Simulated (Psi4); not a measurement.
# Single-point calculation of BSiH3

BSiH3, multiplicity 3, SMILES B[SiH], computed with DSD-PBEP86/cc-pVTZ, UKS (Psi4 1.11).

The geometry comes from this level: GFN2-xTB.

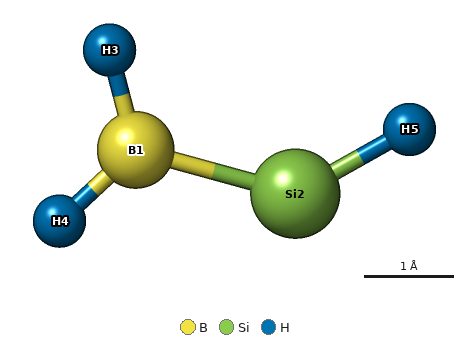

The structure as given in the input (ball-and-stick view, seen at an oblique angle; atoms are numbered from 1 in the order of the input). Bond lengths as drawn: B–H 1.18 Å, B–Si 1.88 Å and H–Si 1.48 Å.

**Input (job.in)**
```
memory 1600 MB

molecule {
  0 3
  B     -0.206730    -0.708170     0.126670
  Si     0.760780     0.829450    -0.350440
  H     -1.303690    -0.620750     0.549520
  H      0.263590    -1.779740     0.010050
  H      0.486040     2.279200    -0.335800
  symmetry c1
}

set globals {
  basis                cc-pVTZ
  reference            uks
  puream               true
  e_convergence        1e-09
  d_convergence        1e-08
  scf_type             pk
  dft_radial_points    99
  dft_spherical_points 590
  num_frozen_docc      6
  maxiter              200
}

E = energy('dsd-pbep86')
print_variables()
```

Hardware: 1 thread of Intel Xeon (Sapphire Rapids), 16 GiB of memory available, shared host.

Run as:
```bash
psi4 -n 1 job.in job.out
```

**What the program printed**
```
Psi4 1.11 release

   => Loading Basis Set <=

    Name: CC-PVTZ
    Role: ORBITAL
    Keyword: BASIS

         ---------------------------------------------------------
                                   SCF
                              UKS Reference
                        1 Threads,   1525 MiB Core
         ---------------------------------------------------------

  ==> Geometry <==

    Molecular point group: c1
    Full point group: C1

    Geometry (in Angstrom), charge = 0, multiplicity = 3:

       Center              X                  Y                   Z               Mass
    ------------   -----------------  -----------------  -----------------  -----------------
         B           -0.645912709330    -1.072056442778     0.321486031901    11.009305360000
         SI           0.321597290670     0.465563557222    -0.155623968099    27.976926534650
         H           -1.742872709330    -0.984636442778     0.744336031901     1.007825032230
         H           -0.175592709330    -2.143626442778     0.204866031901     1.007825032230
         H            0.046857290670     1.915313557222    -0.140983968099     1.007825032230

  Running in c1 symmetry.

  Rotational constants: A =      5.52334  B =      0.44377  C =      0.41076 [cm^-1]
  Rotational constants: A = 165585.42981  B =  13303.75948  C =  12314.37681 [MHz]
  Nuclear repulsion =   36.160537721189336

  Charge       = 0
  Multiplicity = 3
  Electrons    = 22
  Nalpha       = 12
  Nbeta        = 10

  ==> Algorithm <==

  SCF Algorithm Type is PK.
  DIIS enabled.
  MOM disabled.
  Fractional occupation disabled.
  Guess Type is SAD.
  Energy threshold   = 1.00e-09
  Density threshold  = 1.00e-08
  Integral threshold = 1.00e-12

  ==> Primary Basis <==

  Basis Set: CC-PVTZ
    Blend: CC-PVTZ
    Number of shells: 40
    Number of basis functions: 106
    Number of Cartesian functions: 119
    Spherical Harmonics?: true
    Max angular momentum: 3

  ==> DFT Potential <==

   => LibXC <=

    Version 7.1.2

   => Composite Functional: DSD-PBEP86 <=

    DSD-PBEP86 SCS Double Hybrid XC Functional (not dispersion corrected)

    Deriv               =              1
    GGA                 =           TRUE
    Meta                =          FALSE

    Exchange Hybrid     =           TRUE
    MP2 Hybrid          =           TRUE

   => Exchange Functionals <=

    0.2800     XC_GGA_X_PBE

   => Exact (HF) Exchange <=

    0.7200               HF

   => Correlation Functionals <=

    0.4400     XC_GGA_C_P86

   => MP2 Correlation <=

    MP2 SCS Hybrid      =           TRUE
    MP2 OS Alpha        =       0.510000
    MP2 SS Alpha        =       0.360000

   => LibXC Density Thresholds  <==

    XC_GGA_C_P86:  1.00E-15
    XC_GGA_X_PBE:  1.00E-15

   => Molecular Quadrature <=

    Radial Scheme          =       TREUTLER
    Pruning Scheme         =           NONE
    Nuclear Scheme         =       TREUTLER

    Blocking Scheme        =         OCTREE
    BS radius alpha        =              1
    Pruning alpha          =              1
    Radial Points          =             99
    Spherical Points       =            590
    Total Points           =         278911
    Total Blocks           =           2052
    Max Points             =            256
    Max Functions          =            106
    Weights Tolerance      =       1.00E-15

  ==> Integral Setup <==

  Using in-core PK algorithm.
   Calculation information:
      Number of atoms:                   5
      Number of AO shells:              40
      Number of primitives:            110
      Number of atomic orbitals:       119
      Number of basis functions:       106

      Integral cutoff                 1.00e-12
      Number of threads:                 1

  Performing in-core PK
  Using 32165912 doubles for integral storage.
  We computed 325704 shell quartets total.
  Whereas there are 336610 unique shell quartets.

  ==> DiskJK: Disk-Based J/K Matrices <==

    J tasked:                  Yes
    K tasked:                  Yes
    wK tasked:                  No
    Memory [MiB]:              963
    Schwarz Cutoff:          1E-12

  Cached 20.0% of DFT collocation blocks in 0.148 [GiB].

  Minimum eigenvalue in the overlap matrix is 1.3584642123E-03.
  Reciprocal condition number of the overlap matrix is 2.4119046929E-04.
    Using symmetric orthogonalization.

  ==> Pre-Iterations <==

  SCF Guess: Superposition of Atomic Densities via on-the-fly atomic UHF (no occupation information).

   -------------------------
    Irrep   Nso     Nmo
   -------------------------
     A        106     106
   -------------------------
    Total     106     106
   -------------------------

  ==> Iterations <==

                        Total Energy        Delta E     RMS |[F,P]|

   @UKS iter SAD:  -314.87115881531548   -3.14871e+02   0.00000e+00
   @UKS iter   1:  -315.50806105263098   -6.36902e-01   2.91142e-03 ADIIS/DIIS
   @UKS iter   2:  -315.56315241137054   -5.50914e-02   1.60089e-03 ADIIS/DIIS
   @UKS iter   3:  -315.58565565332623   -2.25032e-02   2.54842e-04 ADIIS/DIIS
   @UKS iter   4:  -315.58751180848913   -1.85616e-03   1.28771e-04 ADIIS/DIIS
   @UKS iter   5:  -315.58811070259765   -5.98894e-04   6.05383e-05 DIIS
   @UKS iter   6:  -315.58833478591794   -2.24083e-04   2.49534e-05 DIIS
   @UKS iter   7:  -315.58837193554899   -3.71496e-05   6.62533e-06 DIIS
   @UKS iter   8:  -315.58837392338120   -1.98783e-06   2.34004e-06 DIIS
   @UKS iter   9:  -315.58837412104486   -1.97664e-07   7.05973e-07 DIIS
   @UKS iter  10:  -315.58837413734210   -1.62972e-08   1.97500e-07 DIIS
   @UKS iter  11:  -315.58837413837995   -1.03785e-09   5.77242e-08 DIIS
   @UKS iter  12:  -315.58837413847391   -9.39622e-11   1.49079e-08 DIIS
   @UKS iter  13:  -315.58837413847988   -5.96856e-12   5.18395e-09 DIIS
  Energy and wave function converged.

  ==> Post-Iterations <==

   Electrons on quadrature grid:
      Nalpha   =   12.0000000216 ; deviation = 2.161e-08
      Nbeta    =    9.9999999577 ; deviation = -4.229e-08
      Ntotal   =   21.9999999793 ; deviation = -2.069e-08

   @Spin Contamination Metric:   7.603791201E-03
   @S^2 Expected:                2.000000000E+00
   @S^2 Observed:                2.007603791E+00
   @S   Expected:                1.000000000E+00
   @S   Observed:                1.000000000E+00

    Orbital Energies [Eh]
    ---------------------

    Alpha Occupied:

       1A    -67.864126     2A     -7.303838     3A     -5.852302
       4A     -4.046249     5A     -4.045891     6A     -4.036521
       7A     -0.707056     8A     -0.588861     9A     -0.465440
      10A     -0.430753    11A     -0.305449    12A     -0.295996

    Alpha Virtual:

      13A      0.017644    14A      0.092474    15A      0.131688
      16A      0.174812    17A      0.205502    18A      0.209299
      19A      0.225601    20A      0.246426    21A      0.252308
      22A      0.253136    23A      0.291522    24A      0.325201
      25A      0.341281    26A      0.365929    27A      0.395271
      28A      0.400630    29A      0.441969    30A      0.492984
      31A      0.528411    32A      0.591399    33A      0.613899
      34A      0.690510    35A      0.705313    36A      0.826492
      37A      0.836495    38A      0.853740    39A      0.895565
      40A      0.969644    41A      1.047736    42A      1.073794
      43A      1.077716    44A      1.084689    45A      1.095129
      46A      1.110002    47A      1.135854    48A      1.172886
      49A      1.215064    50A      1.225169    51A      1.260325
      52A      1.334874    53A      1.343111    54A      1.353134
      55A      1.451989    56A      1.482770    57A      1.528661
      58A      1.589055    59A      1.602411    60A      1.622137
      61A      1.672333    62A      1.871974    63A      1.937111
      64A      1.988517    65A      2.091887    66A      2.116360
      67A      2.140543    68A      2.167013    69A      2.210212
      70A      2.236026    71A      2.258986    72A      2.382451
      73A      2.510921    74A      2.605012    75A      2.700911
      76A      2.719125    77A      2.785088    78A      3.010617
      79A      3.251386    80A      3.362885    81A      3.440284
      82A      3.478035    83A      3.519287    84A      3.617808
      85A      3.751774    86A      3.753222    87A      3.851164
      88A      3.873433    89A      3.977269    90A      4.082550
      91A      4.121902    92A      4.143118    93A      4.196166
      94A      4.219716    95A      4.269066    96A      4.367945
      97A      4.441465    98A      4.557068    99A      4.591877
     100A      4.642985   101A      4.800620   102A      4.909384
     103A      4.949143   104A      5.203541   105A      5.347374
     106A      9.110870

    Beta Occupied:

       1A    -67.856097     2A     -7.300556     3A     -5.841509
       4A     -4.031977     5A     -4.027269     6A     -4.025337
       7A     -0.652332     8A     -0.550129     9A     -0.452122
      10A     -0.407289

    Beta Virtual:

      11A     -0.038848    12A     -0.010695    13A      0.078378
      14A      0.117472    15A      0.155676    16A      0.183733
      17A      0.217681    18A      0.228640    19A      0.239210
      20A      0.281336    21A      0.295126    22A      0.317331
      23A      0.323433    24A      0.355550    25A      0.382701
      26A      0.408568    27A      0.414227    28A      0.436746
      29A      0.457566    30A      0.513774    31A      0.537509
      32A      0.609233    33A      0.637190    34A      0.712555
      35A      0.725863    36A      0.834901    37A      0.849241
      38A      0.865576    39A      0.916152    40A      0.994897
      41A      1.065318    42A      1.095480    43A      1.102242
      44A      1.122095    45A      1.135658    46A      1.145076
      47A      1.152091    48A      1.216037    49A      1.241924
      50A      1.243690    51A      1.286731    52A      1.350530
      53A      1.370540    54A      1.377642    55A      1.476148
      56A      1.491746    57A      1.548966    58A      1.597203
      59A      1.618621    60A      1.630665    61A      1.681585
      62A      1.890986    63A      1.951744    64A      1.995324
      65A      2.108486    66A      2.126718    67A      2.154740
      68A      2.180868    69A      2.216994    70A      2.255474
      71A      2.274225    72A      2.416514    73A      2.518453
      74A      2.627571    75A      2.709153    76A      2.726496
      77A      2.796687    78A      3.013794    79A      3.258355
      80A      3.367891    81A      3.446380    82A      3.485020
      83A      3.521738    84A      3.625804    85A      3.754774
      86A      3.758744    87A      3.853288    88A      3.875348
      89A      3.982745    90A      4.085403    91A      4.126675
      92A      4.150365    93A      4.199136    94A      4.221069
      95A      4.273028    96A      4.370668    97A      4.444900
      98A      4.560679    99A      4.592910   100A      4.647246
     101A      4.803766   102A      4.911228   103A      4.952597
     104A      5.206486   105A      5.350225   106A      9.116157

    Final Occupation by Irrep:
              A
    DOCC [    10 ]
    SOCC [     2 ]
    NA   [    12 ]
    NB   [    10 ]

  @UKS Final Energy:  -315.58837413847988

   => Energetics <=

    Nuclear Repulsion Energy =             36.1605377211893355
    One-Electron Energy =                -507.1552781983577347
    Two-Electron Energy =                 162.7973773306265173
    DFT Exchange-Correlation Energy =      -7.3910109919379536
    Empirical Dispersion Energy =           0.0000000000000000
    VV10 Nonlocal Energy =                  0.0000000000000000
    Total Energy =                       -315.5883741384798213

  UHF NO Occupations:
  HONO-2 :   10  A 1.9969158
  HONO-1 :   11  A 1.0000000
  HONO-0 :   12  A 1.0000000
  LUNO+0 :   13  A 0.0030842
  LUNO+1 :   14  A 0.0004589
  LUNO+2 :   15  A 0.0001705
  LUNO+3 :   16  A 0.0000877

Computation Completed

Properties will be evaluated at   0.000000,   0.000000,   0.000000 [a0]

Properties computed using the SCF density matrix

 Multipole Moments:

 ------------------------------------------------------------------------------------
     Multipole            Electronic (a.u.)      Nuclear  (a.u.)        Total (a.u.)
 ------------------------------------------------------------------------------------

 L = 1.  Multiply by 2.5417464519 to convert [e a0] to [Debye]
 Dipole X            :          1.1945954           -1.1315862            0.0630093
 Dipole Y            :          0.3736984           -0.1045807            0.2691176
 Dipole Z            :         -0.4892627            0.4477001           -0.0415625
 Magnitude           :                                                    0.2795030

 ------------------------------------------------------------------------------------

	total time  =         27 seconds =       0.45 minutes

   => Loading Basis Set <=

    Name: (CC-PVTZ AUX)
    Role: RIFIT
    Keyword: DF_BASIS_MP2

	 --------------------------------------------------------
	                          DF-MP2
	      2nd-Order Density-Fitted Moller-Plesset Theory
	              UMP2 Wavefunction,   1 Threads

	 --------------------------------------------------------

	 --------------------------------------------------------
	                 NBF =   106, NAUX =   293
	 --------------------------------------------------------
	   CLASS    FOCC     OCC    AOCC    AVIR     VIR    FVIR
	   ALPHA       6      12       6      94      94       0
	    BETA       6      10       4      96      96       0
	 --------------------------------------------------------

	-----------------------------------------------------------
	 ==================> DF-MP2 Energies <====================
	-----------------------------------------------------------
	 Reference Energy          =    -315.5883741384798782 [Eh]
	 Singles Energy            =      -0.0000000000000000 [Eh]
	 Same-Spin Energy          =      -0.0397433510505735 [Eh]
	 Opposite-Spin Energy      =      -0.1742758407378618 [Eh]
	 Correlation Energy        =      -0.2140191917884353 [Eh]
	 Total Energy              =    -315.8023933302683304 [Eh]
	-----------------------------------------------------------
	 ================> DF-SCS-MP2 Energies <==================
	-----------------------------------------------------------
	 SCS Same-Spin Scale       =       0.3600000000000000 [-]
	 SCS Opposite-Spin Scale   =       0.5100000000000000 [-]
	 SCS Same-Spin Energy      =      -0.0143076063782064 [Eh]
	 SCS Opposite-Spin Energy  =      -0.0888806787763095 [Eh]
	 SCS Correlation Energy    =      -0.2223787925689587 [Eh]
	 SCS Total Energy          =    -315.8107529310488530 [Eh]
	-----------------------------------------------------------

    DSD-PBEP86 Energy Summary
    -------------------------
    DFT Reference Energy                  =  -315.5883741384798782
    Scaled MP2 Correlation                =    -0.1031882851545160
    @Final double-hybrid DFT total energy =  -315.6915624236343660

	total time  =          0 seconds =       0.00 minutes

  Variable Map:
  ----------------------------------------------------------------------------
  "CURRENT ENERGY"                             =>    -315.691562423634
  "CURRENT REFERENCE ENERGY"                   =>    -315.588374138480
  "DD SOLVATION ENERGY"                        =>       0.000000000000
  "DFT FUNCTIONAL TOTAL ENERGY"                =>    -315.588374138480
  "DFT TOTAL ENERGY"                           =>    -315.691562423634
  "DFT VV10 ENERGY"                            =>       0.000000000000
  "DFT XC ENERGY"                              =>      -7.391010991938
  "DOUBLE-HYBRID CORRECTION ENERGY"            =>      -0.103188285155
  "DSD-PBEP86 DOUBLE-HYBRID CORRECTION ENERGY" =>      -0.103188285155
  "DSD-PBEP86 TOTAL ENERGY"                    =>    -315.691562423634
  "GRID ELECTRONS ALPHA"                       =>      12.000000021606
  "GRID ELECTRONS BETA"                        =>       9.999999957707
  "GRID ELECTRONS TOTAL"                       =>      21.999999979314
  "NUCLEAR REPULSION ENERGY"                   =>      36.160537721189
  "ONE-ELECTRON ENERGY"                        =>    -507.155278198358
  "PCM POLARIZATION ENERGY"                    =>       0.000000000000
  "PE ENERGY"                                  =>       0.000000000000
  "SCF ITERATION ENERGY"                       =>    -315.588374138480
  "SCF ITERATIONS"                             =>      13.000000000000
  "SCF TOTAL ENERGY"                           =>    -315.588374138480
  "TWO-ELECTRON ENERGY"                        =>     162.797377330627
  "XC GRID RADIAL POINTS"                      =>      99.000000000000
  "XC GRID SPHERICAL POINTS"                   =>     590.000000000000
  "XC GRID TOTAL POINTS"                       =>  278911.000000000000

  Array Variable Map:
  ----------------------------------------------------------------------------
  "CURRENT DIPOLE"                             =>       0.063009287714 ... -0.041562543712 1 by 3
  "SCF DIPOLE"                                 =>       0.063009287714 ... -0.041562543712 1 by 3
  "SCF TOTAL ENERGIES"                         =>    -314.871158815315 ... -315.588374138480 1 by 14

    Psi4 run time: 0:00:27.03
```

**Results in brief**

```json
{"quantity": "outcome", "value": "converged"}
{"quantity": "total energy", "value": "−315.691562 hartree"}
{"quantity": "SCF energy", "value": "−315.588374 hartree"}
{"quantity": "basis functions", "value": "106"}
{"quantity": "⟨S²⟩", "value": "2.008"}
{"quantity": "wall time", "value": "29 s"}
{"quantity": "peak memory", "value": "0.82 GiB"}
```
